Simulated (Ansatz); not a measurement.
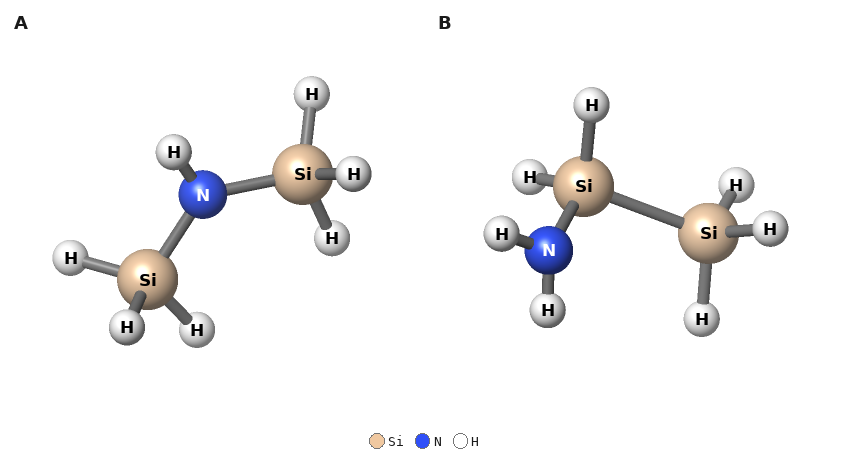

2 stationary structures of one formula. Geometries: PBE0-D4/def2-TZVP. Electronic energies: CCSD(T)/CBS (from def2-TZVPP and def2-QZVPP) (Ansatz 0.2.0), without zero-point energy. No frequency run is at hand to confirm each as a minimum.

Which structure is the most stable?

A is lowest (a minimum); B lies 0.607 eV above it. A is `[SiH3]N[SiH3]`, B is `N[SiH2][SiH3]`.

Give E(B) − E(A) in eV at these levels too: ωB97X-V/def2-TZVPP; CAM-B3LYP-D4/def2-TZVPP; PBE-D4/def2-TZVPP; ωB97M-V/def2-SVP; SPW92 (LDA)/def2-TZVPP; PBE0-D4/def2-TZVP; ωB97M-V/def2-TZVPP; RHF-CCSD(T) (frozen core)/def2-QZVPP.

| level | E(B) − E(A) (eV) |
| --- | --- |
| ωB97X-V/def2-TZVPP | +0.567 |
| CAM-B3LYP-D4/def2-TZVPP | +0.624 |
| PBE-D4/def2-TZVPP | +0.378 |
| ωB97M-V/def2-SVP | +0.614 |
| SPW92 (LDA)/def2-TZVPP | +0.404 |
| PBE0-D4/def2-TZVP | +0.465 |
| ωB97M-V/def2-TZVPP | +0.624 |
| RHF-CCSD(T) (frozen core)/def2-QZVPP | +0.612 |
